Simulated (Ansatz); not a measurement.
## Run report: AlSbH3F, frequency calculation

The run: frequency calculation of AlSbH3F. Method and program: HF/STO-3G, RHF (Ansatz 0.2.0).

The geometry was optimised with HF/STO-3G. Figures and captions count atoms from 1; the log counts them from 0 in places.

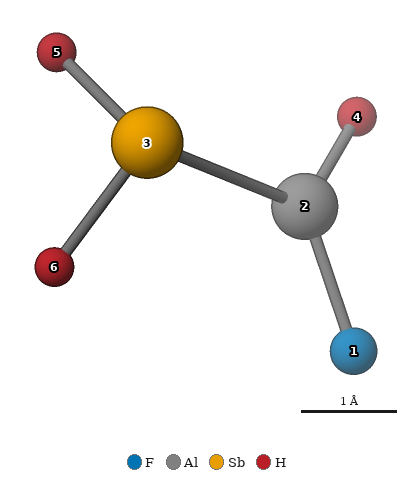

Fig. 1: The structure as given in the input (ball-and-stick view, seen at a tilt; atoms are numbered from 1 in the order of the input). Sticks mark near contacts.

### Input
```yaml
crystal:
  periodic: [false, false, false]
  atoms:
    - {symbol: F, position_ang: [-1.194392, -1.621956, 1.194910]}
    - {symbol: Al, position_ang: [-0.354648, -1.087149, -0.069084]}
    - {symbol: Sb, position_ang: [1.144006, 0.941278, 0.228954]}
    - {symbol: H, position_ang: [-0.469465, -1.828960, -1.335992]}
    - {symbol: H, position_ang: [0.791641, 1.676673, -1.189925]}
    - {symbol: H, position_ang: [0.124959, 1.856313, 1.124937]}
basis:
  gaussian:
    orbitals: STO-3G
hamiltonian:
  xc: hf
phonons:
  temperatures: {t_min: 298.15, t_max: 298.15, t_step: 1}
```

Hardware: 1 thread of Arm Neoverse V2, 24 GiB of memory available, shared host.

Launched with:
```bash
ansatz run input.yaml --threads 1 --pin off --max-ram 3480MiB --events-out events.jsonl --progress --plain --runs-dir runs
```

### The program's output
```
Functional definition: HF
  name "HF"
  exchange = exact_x
  correlation = 0
502 factors; integrals over basis functions are off by at most 1.5e-5 eV
mean field evaluation 1: about -179327.0910 eV, gradient 2.1e1 eV
mean field evaluation 2: about -179327.1032 eV, gradient 2.1e1 eV
mean field evaluation 4: about -179329.1221 eV, gradient 1.0e0 eV
mean field evaluation 8: about -179329.1273 eV, gradient 4.0e-5 eV
mean field -179329.12731262 eV, -6590.2238750906 hartree, gradient 8.3e-5 eV, S^2 0.000000; 0 other end points of the search recorded, 0 dependent functions left out
the calculation of the forces begins
reference -179329.12731262 eV, -6590.2238750906 hartree; 38, 38 occupied and 6, 6 virtual orbitals, 502 factors
these checks for a lower state are left out or cut short: stability, starts, cluster_reference, orbital_swaps, neighbouring_geometries, increment
502 factors; integrals over basis functions are off by at most 1.5e-5 eV
mean field evaluation 16: about -179329.1273 eV, gradient 2.1e-6 eV
mean field -179329.12727575 eV, -6590.2238737356 hartree, gradient 2.1e-6 eV, S^2 0.000000; 0 other end points of the search recorded, 0 dependent functions left out
[... from here on the field's lines of each further geometry are left out, up to the last ...]
the calculation of the forces begins
reference -179329.12728633 eV, -6590.2238741245 hartree; 38, 38 occupied and 6, 6 virtual orbitals, 502 factors
these checks for a lower state are left out or cut short: stability, starts, cluster_reference, orbital_swaps, neighbouring_geometries, increment
502 factors; integrals over basis functions are off by at most 1.5e-5 eV
mean field evaluation 256: about -179329.1108 eV, gradient 7.9e-5 eV
mean field -179329.12728833 eV, -6590.2238741979 hartree, gradient 2.1e-6 eV, S^2 0.000000; 0 other end points of the search recorded, 0 dependent functions left out
the calculation of the forces begins
reference -179329.12728833 eV, -6590.2238741979 hartree; 38, 38 occupied and 6, 6 virtual orbitals, 502 factors
Total energy: -179329.12731262 eV, -6590.2238750906 hartree
Atom 0 at    -1.194392    -1.621956     1.194910 Å, force     0.000506     0.000251    -0.000071 eV/Å
Atom 1 at    -0.354648    -1.087149    -0.069084 Å, force     0.000002    -0.000418    -0.001161 eV/Å
Atom 2 at     1.144006     0.941278     0.228954 Å, force    -0.000047    -0.000161     0.000876 eV/Å
Atom 3 at    -0.469465    -1.828960    -1.335992 Å, force    -0.000274     0.000794     0.001185 eV/Å
Atom 4 at     0.791641     1.676673    -1.189925 Å, force     0.000086     0.000058    -0.000430 eV/Å
Atom 5 at     0.124959     1.856313     1.124937 Å, force    -0.000273    -0.000523    -0.000399 eV/Å
Dipole moment:    -0.274379    -0.119842    -0.210352 e Å
Vibrations: 110.27 191.55 404.92 500.20 623.80 649.06 857.26 1031.21 1085.47 2401.62 2433.14 2707.18 cm⁻¹, zero-point energy 0.805630 eV
```

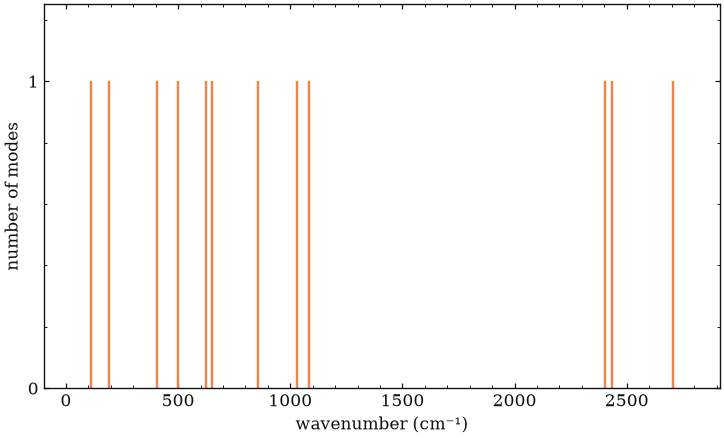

Fig. 2: Harmonic vibrational wavenumbers from the force constants; neighbouring modes closer than 12 cm⁻¹ are counted in one stick. 12 modes from 110 to 2707 cm⁻¹, none imaginary.

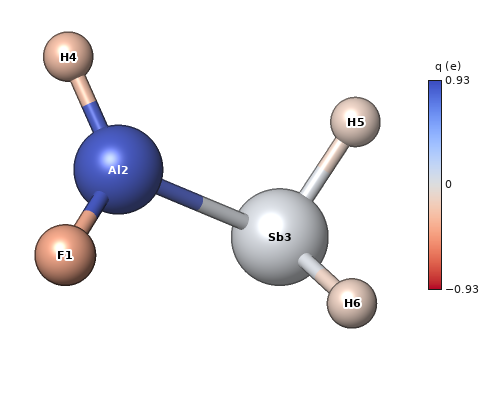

Fig. 3: Mulliken charges, as the colour of each atom (ball-and-stick view, seen at an oblique angle; atoms are numbered from 1 in the order of the input; Mulliken charges depend strongly on the basis). By element: F −0.38, Al +0.89, Sb +0.04 and H −0.27 to −0.14 e.

### Results in brief

```tsv
quantity	value
outcome	converged
total energy	−6590.223875 hartree
basis functions	44
largest force	0.001 eV/Å
zero-point energy	0.029606 hartree
dipole moment	1.76 D
wavenumbers, lowest and highest	110 and 2707 cm⁻¹
wall time	20 s
peak memory	0.098 GiB
```
